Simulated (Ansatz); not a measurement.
**C2H8SiTe: one species, many methods**

How much do the methods differ for C2H8SiTe? The plan is to run it at one geometry with functionals of several rungs and with coupled cluster, and see how far each lands from CCSD(T) at the basis-set limit for the atomisation energy.

Method: functionals in def2-TZVPP, the program's frozen cores in correlated methods; program: Ansatz 0.2.0, Gaussian basis.

Levels to be run: LDA (SPW92), PBE-D4, revPBE-D4, BLYP-D4, r2SCAN-D4, B97M-V, PBE0-D4, B3LYP-D4, r2SCANh-D4, r2SCAN0-D4, HSE06-D4, BHLYP-D4, CAM-B3LYP-D4, LC-ωPBE, ωB97X-V, ωB97M-V, B2PLYP, PBE-QIDH; CCSD(T)/def2-SVP; CCSD(T)/def2-TZVPP; MP2/def2-QZVPP; extrapolation to the limit; RPA on PBE.

### 1 The relaxed structure

An earlier PBE0-D4 in a triple-zeta def2 set relaxation fixed the geometry. Te takes the def2 core potential; no spin-orbit term is included.

SMILES `CC[Te][SiH3]`, 12 atoms, charge 0, spin multiplicity 1.

Atoms are counted from 1 here; the program's logs count them from 0.

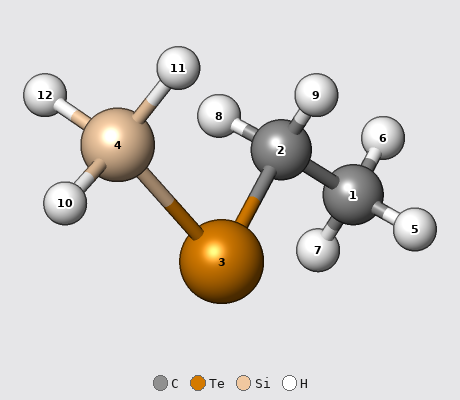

The geometry (carbon grey, tellurium orange, silicon light orange, hydrogen white); atoms are numbered from 1 in the order of the file.

### 2 LDA

This LDA is Slater exchange with PW92 correlation.

in.yaml

```yaml
crystal:
  periodic: [false, false, false]
  atoms:
    - {symbol: C, position_ang: [-0.235875, 2.118644, 0.759120]}
    - {symbol: C, position_ang: [-0.266407, 0.624370, 0.520461]}
    - {symbol: Te, position_ang: [0.846053, 0.119124, -1.268492]}
    - {symbol: Si, position_ang: [0.435626, -2.320248, -1.064440]}
    - {symbol: H, position_ang: [0.785058, 2.483062, 0.892858]}
    - {symbol: H, position_ang: [-0.799528, 2.368141, 1.663078]}
    - {symbol: H, position_ang: [-0.682630, 2.667704, -0.072756]}
    - {symbol: H, position_ang: [-1.282530, 0.259788, 0.373593]}
    - {symbol: H, position_ang: [0.192001, 0.075172, 1.342213]}
    - {symbol: H, position_ang: [1.116806, -2.967364, -2.213816]}
    - {symbol: H, position_ang: [0.986986, -2.854634, 0.209201]}
    - {symbol: H, position_ang: [-1.018560, -2.628858, -1.106921]}
basis:
  gaussian: {orbitals: def2-TZVPP}
hamiltonian: {xc: lda}
output: {orbitals: {seedname: orbitals}}
```

Further steps of the session: PBE-D4 (GGA); revPBE-D4 (GGA); BLYP-D4 (GGA); r2SCAN-D4 (meta-GGA); B97M-V (meta-GGA); PBE0-D4 (hybrid); B3LYP-D4 (hybrid); r2SCANh-D4 (hybrid); r2SCAN0-D4 (hybrid); HSE06-D4 (hybrid); BHLYP-D4 (hybrid); CAM-B3LYP-D4 (range-separated); LC-ωPBE-D4 (range-separated); ωB97X-V (range-separated); ωB97M-V (range-separated); B2PLYP (double hybrid); PBE-QIDH (double hybrid); CCSD(T) in def2-SVP; CCSD(T) in def2-TZVPP; MP2 in def2-QZVPP; RPA on PBE orbitals.

Q: Predict the results of all the runs planned. Wanted: atomisation energy, CCSD(T)/CBS; farthest beyond LDA; mean size of error, GGA; mean size of error, meta-GGA; mean size of error, hybrid; mean size of error, range-separated; mean size of error, double hybrid; gap, smallest and largest; T1 diagnostic.

As calculated:

| quantity | value |
| --- | --- |
| atomisation energy, CCSD(T)/CBS | 4024.8 kJ/mol |
| functionals within 40.2 kJ/mol (1.0 %) | PBE-D4, r2SCAN-D4, B97M-V, PBE0-D4, B3LYP-D4, r2SCANh-D4, HSE06-D4, CAM-B3LYP-D4, ωB97X-V, ωB97M-V |
| farthest beyond LDA | BHLYP-D4 (-89.9 kJ/mol) |
| mean size of error, GGA | 39.9 kJ/mol |
| mean size of error, meta-GGA | 18.9 kJ/mol |
| mean size of error, hybrid | 39.9 kJ/mol |
| mean size of error, range-separated | 30.2 kJ/mol |
| mean size of error, double hybrid | 58.2 kJ/mol |
| gap, smallest and largest | 3.48 eV (LDA (SPW92)), 9.95 eV (LC-ωPBE) |
| T1 diagnostic | 0.0102 |
| triples share of the correlation energy | 3.1 % |

**Reading.** LDA overbinds by 473.7 kJ/mol (12 %). PBE-D4 misses by +10.8 kJ/mol. Double hybrids carry the basis error of their MP2 part in triple zeta, and no dispersion term here, so their miss is partly the set-up's. The rungs meta-GGA, range-separated, GGA, hybrid miss on average by less than the doubt on the reference (40.2 kJ/mol), so they tie. The reference freezes the cores and leaves out spin-orbit coupling and excitations past (T), and its outer-core shells are covered unevenly, so misses under about 40.2 kJ/mol can't be ranked. All levels share the lack of spin-orbit coupling, which lowers the free heavy atoms and so the true binding. Hartree-Fock recovers 74 % of the binding; the rest is correlation. CCSD(T) in def2-SVP is off by -242.0 kJ/mol, which most functionals beat. Orbital gaps span 3.5 to 9.9 eV; exact exchange widens them. Correlated methods include outer-core shells of Te, which these sets cover unevenly.
